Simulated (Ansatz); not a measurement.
The starting structures come from a database of crystals and need not be the phases stable at ambient conditions.

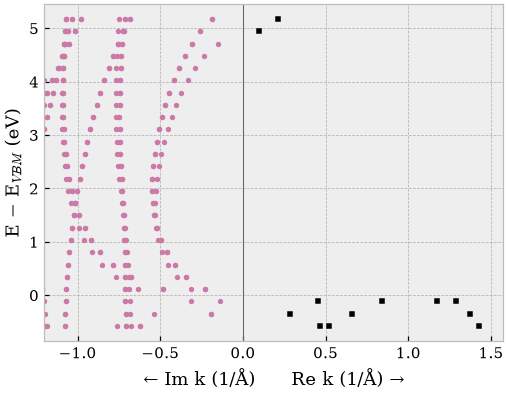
Figure. Complex bands at the centre of the two-dimensional zone; r2SCAN (Ansatz, an electronic-structure program)

No gap correction and no spin-orbit coupling; mid-gap values are interpolated between computed energies.

Question: This is NaCNO (R3m, not sure to be the ambient phase, 4 atoms a cell, 14.8 Å³ an atom, -3 GPa at this level) along the normal of (100). Read off the slowest decay at the centre of the two-dimensional zone at 2.42 eV, the computed energy nearest the middle of the gap.

Answer: κ ≈ 0.51 1/Å, a decay length 1/(2κ) of the density of 0.98 Å.
